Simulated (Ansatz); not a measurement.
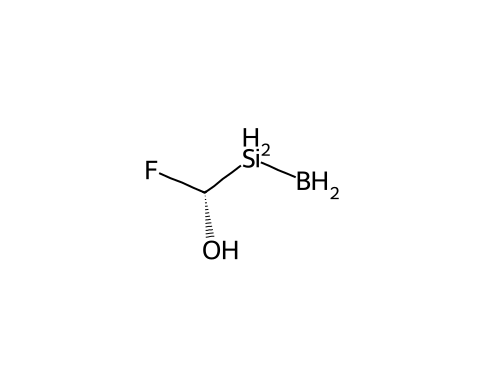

A structural formula.

Give its SMILES.

Answer. B[SiH2][C@H](O)F

What is the molecular formula?

Answer. CH6BFOSi.

An optimisation with PBE0-D4/def2-TZVP gave a structure of which point group?

Answer. C1.

More results for the same structure follow; atom numbers are the same in all pictures, views and colours differ. The geometry was computed by an optimisation with PBE0-D4/def2-TZVP.

### Shape

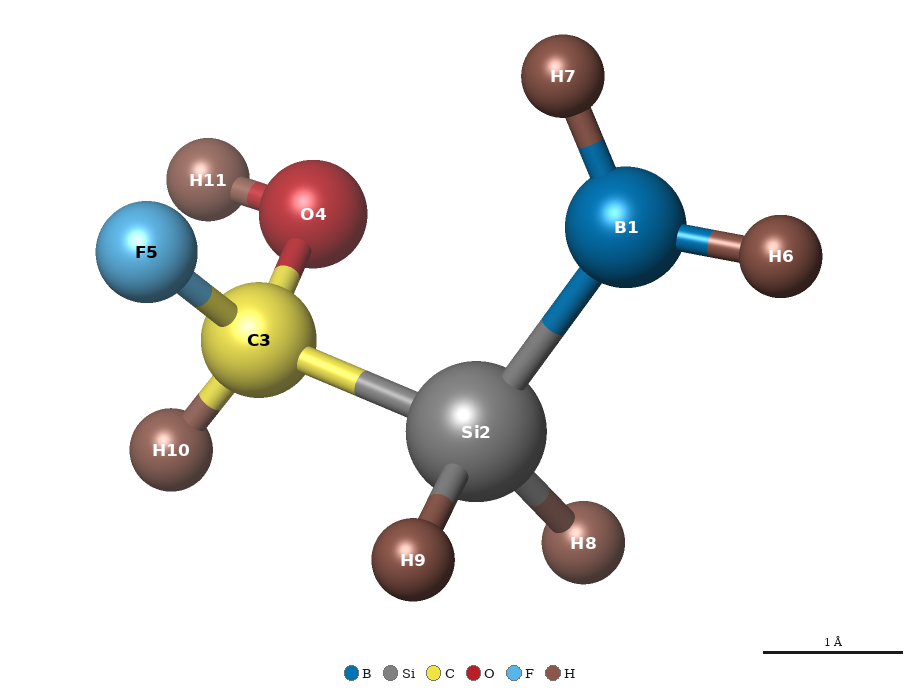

The atoms are numbered.

Give the bond lengths.

```tsv
bond	length (Å)	order
B1–Si2	2.007	single
B1–H6	1.196	single
B1–H7	1.193	single
Si2–C3	1.915	single
Si2–H8	1.490	single
Si2–H9	1.493	single
C3–O4	1.380	single
C3–F5	1.399	single
C3–H10	1.098	single
O4–H11	0.963	single
```

### Vibrations

Harmonic vibrations computed with RKS PBE0-D4/def2-TZVP (Ansatz 0.2.0) at a stationary point of the same level.

List the wavenumbers.

Answer. 27 modes: 64, 76, 124, 210, 346, 382, 393, 543, 607, 614, 672, 699, 847, 907, 927, 996, 1142, 1167, 1203, 1346, 1421, 2195, 2211, 2595, 2686, 3018, 3818 cm⁻¹.

### Levels of theory compared

Program: Ansatz 0.2.0.

Tabulate HOMO–LUMO gap (eV), HOMO energy (eV) at these levels: B3LYP-D4/def2-TZVPP; B97M-V/def2-TZVPP; BLYP-D4/def2-TZVPP; PBE-D4/def2-TZVPP; PBE0-D4/def2-TZVPP; SPW92 (LDA)/def2-TZVPP; r2SCAN-D4/def2-TZVPP; ωB97M-V/def2-SVP; ωB97X-V/def2-TZVPP.

```tsv
level	HOMO–LUMO gap (eV)	HOMO energy (eV)
B3LYP-D4/def2-TZVPP	5.36	−7.99
B97M-V/def2-TZVPP	3.93	−7.18
BLYP-D4/def2-TZVPP	3.42	−6.69
PBE-D4/def2-TZVPP	3.32	−6.76
PBE0-D4/def2-TZVPP	5.75	−8.17
SPW92 (LDA)/def2-TZVPP	3.15	−6.87
r2SCAN-D4/def2-TZVPP	3.95	−7.05
ωB97M-V/def2-SVP	10.02	−10.30
ωB97X-V/def2-TZVPP	10.40	−10.58
```

### Dipole moment

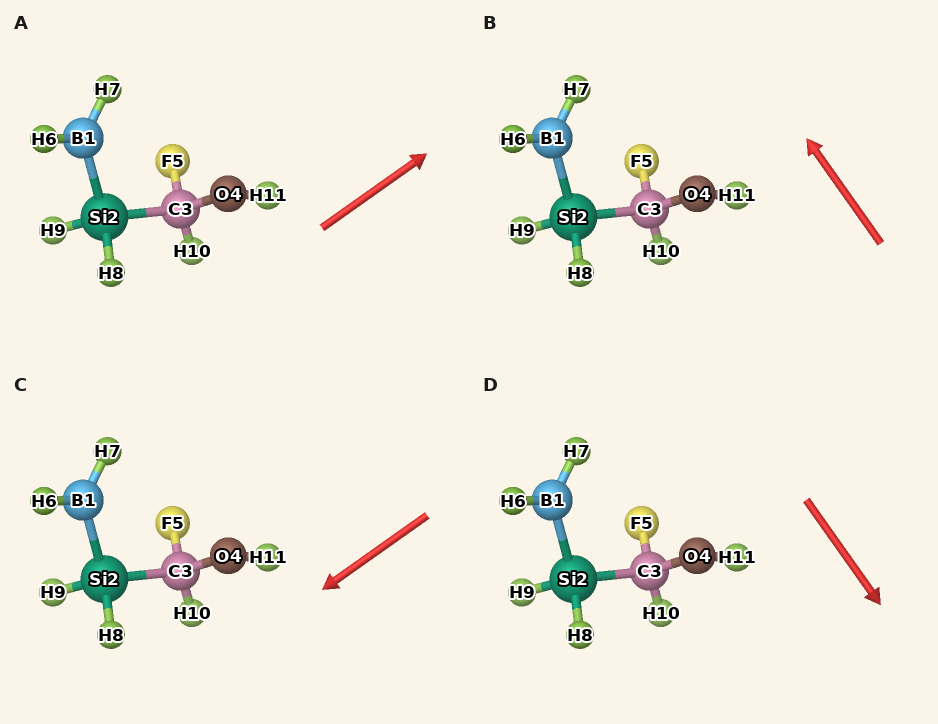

The same molecule four times, each with an arrow. Level of theory: RKS B3LYP-D4/def2-TZVPP (Ansatz 0.2.0).

Which arrow points along the dipole moment, from the negative to the positive end?

Answer. D. The dipole moment is 1.42 D; it points from the side of H6, H7 to the side of H10, H11 (the outermost atoms at the two ends).

### Charges

The questions are on Mulliken charges. Level of theory: RKS ωB97M-V/def2-TZVPP (Ansatz 0.2.0).

Which atom carries the highest charge (most positive or least negative)?

Answer. H11 (0.18 e).

And the lowest?

Answer. O4 (−0.29 e).

Give the Mulliken charges atom by atom.

```csv
atom,value (e)
B1,−0.16
Si2,0.13
C3,0.11
O4,−0.29
F5,−0.23
H6,0.09
H7,0.11
H8,−0.02
H9,−0.02
H10,0.11
H11,0.18
```

Mulliken values depend strongly on the basis set and can even reverse the polarity of a bond.
